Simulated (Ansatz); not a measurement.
GeSbH6: phonon calculation

The run: phonon calculation of GeSbH6, multiplicity 2. Method and program: UKS B3LYP-D4/def2-SVP (Ansatz 0.2.0).

It belongs to a series of runs on one base structure; here: vibrations at the highest image of the band. Figures and captions count atoms from 1; the log counts them from 0 in places.

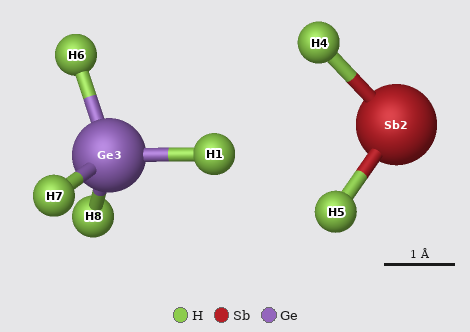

Fig. 1: The structure (ball-and-stick view, seen at a tilt; atoms are numbered from 1 in the order of the input). Sticks mark near contacts. Bond lengths as drawn: Ge–H 1.54 Å and H–Sb 1.73 Å.

### Input file
```yaml
crystal:
  periodic: [false, false, false]
  atoms:
    - { symbol: H, position_ang: [-0.335495, -0.546125, -0.106543] }
    - { symbol: Sb, position_ang: [-2.190267, 1.765155, -1.134928] }
    - { symbol: Ge, position_ang: [0.868348, -1.226019, 0.576001] }
    - { symbol: H, position_ang: [-1.42643, 2.409791, 0.274406] }
    - { symbol: H, position_ang: [-0.716791, 1.952643, -2.017141] }
    - { symbol: H, position_ang: [0.682136, -1.177547, 2.104117] }
    - { symbol: H, position_ang: [2.161647, -0.484809, 0.189893] }
    - { symbol: H, position_ang: [0.956751, -2.692989, 0.114195] }
magnetization:
  spin_polarized: true
  initial_magnetization: 1
basis:
  gaussian: { orbitals: def2-SVP }
hamiltonian:
  xc: b3lyp
  dispersion: d4
phonons: {}
```

Machine: 2 threads of Intel Xeon (Sapphire Rapids), 16 GiB of memory available, shared host.

Command:
```bash
ansatz run input.yaml --threads 2 --pin off --max-ram 3072MiB --backend cpu --events-out ev --progress --plain --runs-dir out
```

### What the program printed
```
Engine: ansatz 0.2.0, x86_64-unknown-linux-gnu
Functional definition: B3LYP
  parameter a0 = 0.2
  parameter ax = 0.72
  parameter ac = 0.81
  exchange = (1 - a0 - ax)*slater_x + ax*b88_x + a0*exact_x
  correlation = (1 - ac)*vwn_rpa_c + ac*lyp_c
1046 factors; integrals over basis functions are off by at most 3.7e-4 eV
mean field evaluation 1: about -63148.0201 eV, gradient 1.2e1 eV
mean field evaluation 2: about -63148.3509 eV, gradient 1.0e1 eV
mean field evaluation 4: about -63148.6097 eV, gradient 2.7e-1 eV
mean field evaluation 8: about -63148.6162 eV, gradient 8.7e-3 eV
mean field -63148.61617490 eV, -2320.6688407582 hartree, gradient 3.3e-5 eV, S^2 0.752599; 0 other end points of the search recorded, 0 dependent functions left out
the calculation of the forces begins
reference -63148.61646107 eV, -2320.6688512748 hartree; 31, 30 occupied and 57, 58 virtual orbitals, 1046 factors
these checks for a lower state are left out or cut short: stability, starts, cluster_reference, orbital_swaps, neighbouring_geometries, increment
1046 factors; integrals over basis functions are off by at most 3.7e-4 eV
mean field evaluation 16: about -63148.6102 eV, gradient 7.5e-2 eV
mean field -63148.61613179 eV, -2320.6688391739 hartree, gradient 1.0e-6 eV, S^2 0.752599; 0 other end points of the search recorded, 0 dependent functions left out
[... from here on the field's lines of each further geometry are left out, up to the last ...]
the calculation of the forces begins
reference -63148.61645436 eV, -2320.6688510282 hartree; 31, 30 occupied and 57, 58 virtual orbitals, 1046 factors
these checks for a lower state are left out or cut short: stability, starts, cluster_reference, orbital_swaps, neighbouring_geometries, increment
1046 factors; integrals over basis functions are off by at most 3.7e-4 eV
mean field -63148.61616242 eV, -2320.6688402996 hartree, gradient 5.9e-6 eV, S^2 0.752599; 0 other end points of the search recorded, 0 dependent functions left out
the calculation of the forces begins
reference -63148.61644860 eV, -2320.6688508165 hartree; 31, 30 occupied and 57, 58 virtual orbitals, 1046 factors
WARN: phonons: modes at or below zero, which the zero-point energy, F, S and C_V leave out: 2, the lowest at -35.60 cm⁻¹. A minimum has none, and a first-order saddle one
Total energy: -63148.79576557 eV, -2320.6754405934 hartree
Atom 0 at    -0.335495    -0.546125    -0.106543 Å, force    -0.009876     0.001333    -0.004781 eV/Å
Atom 1 at    -2.190267     1.765155    -1.134928 Å, force     0.012737     0.003100     0.003297 eV/Å
Atom 2 at     0.868348    -1.226019     0.576001 Å, force     0.006660    -0.005077     0.003784 eV/Å
Atom 3 at    -1.426430     2.409791     0.274406 Å, force    -0.005151    -0.001087     0.002796 eV/Å
Atom 4 at    -0.716791     1.952643    -2.017141 Å, force    -0.003828    -0.001246    -0.005038 eV/Å
Atom 5 at     0.682136    -1.177547     2.104117 Å, force    -0.000561     0.001016     0.000325 eV/Å
Atom 6 at     2.161647    -0.484809     0.189893 Å, force    -0.001824     0.002521    -0.001430 eV/Å
Atom 7 at     0.956751    -2.692989     0.114195 Å, force     0.001843    -0.000560     0.001047 eV/Å
Dipole moment:    -0.037712    -0.035374    -0.005056 e Å
Vibrations: -35.60 -24.48 21.28 37.31 118.91 137.89 820.93 825.49 825.71 847.39 922.96 923.89 1906.74 1913.24 2118.61 2142.35 2147.05 2148.95 cm⁻¹, zero-point energy 1.107099 eV
```

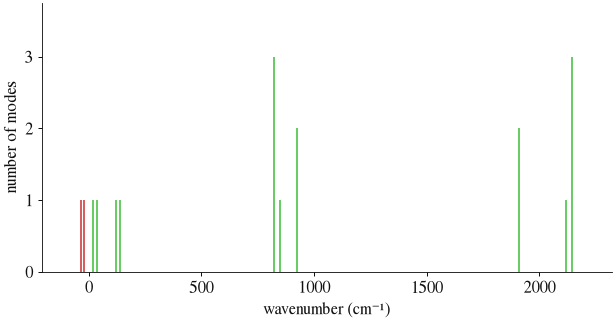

Fig. 2: Harmonic vibrational wavenumbers from the force constants; neighbouring modes closer than 10 cm⁻¹ are counted in one stick, and imaginary ones are drawn at negative wavenumbers. 18 modes from 34i to 2149 cm⁻¹, 2 imaginary beyond 8i (34i, 24i cm⁻¹): not a minimum.

### Key numbers

| quantity | value |
| --- | --- |
| outcome | converged |
| total energy | −63148.7958 eV |
| mean-field energy | −63148.6165 eV |
| ⟨S²⟩ | 0.753 |
| largest force (length of the vector) | 0.014 eV/Å |
| wall time | 100 s (CPU time 3.1 min) |
| peak memory | 0.29 GiB |
